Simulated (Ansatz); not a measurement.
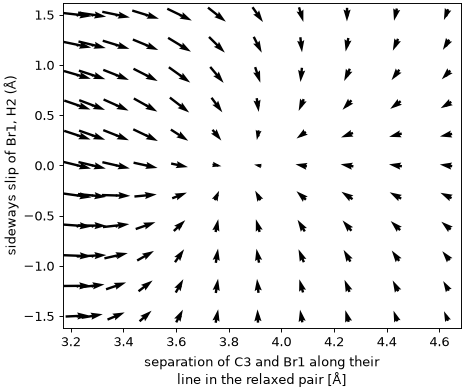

The pair BrH···C₂H₂. The first coordinate is: separation of C3 and Br1 along their line in the relaxed pair; the second: sideways slip of Br1, H2. Nothing is relaxed (both partners rigid). Grid: 11 × 11 points. Points are written as (first, second). All numbers below come from Ansatz 0.2.0, RKS r2SCAN0-D4/def2-SVPD.

Drawn: dots at the grid points, arrows along the force (downhill), their lengths compressed.

### The arrows alone are given. Where is the energy lowest?

The arrows converge at about (3.838 Å, 0.0 Å) (read from the interpolated surface).

The energy map of the same scan:

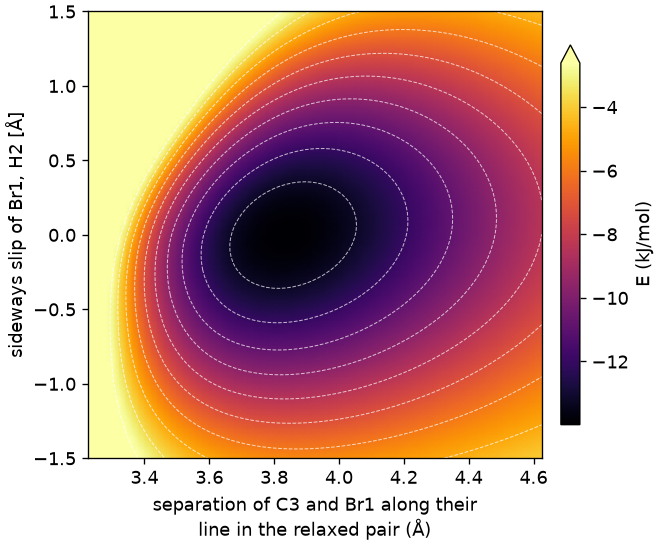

Energies are in kJ/mol, from the two partners far apart, frozen as in the relaxed pair, each in its own basis (no counterpoise correction); between grid points the surface is interpolated.
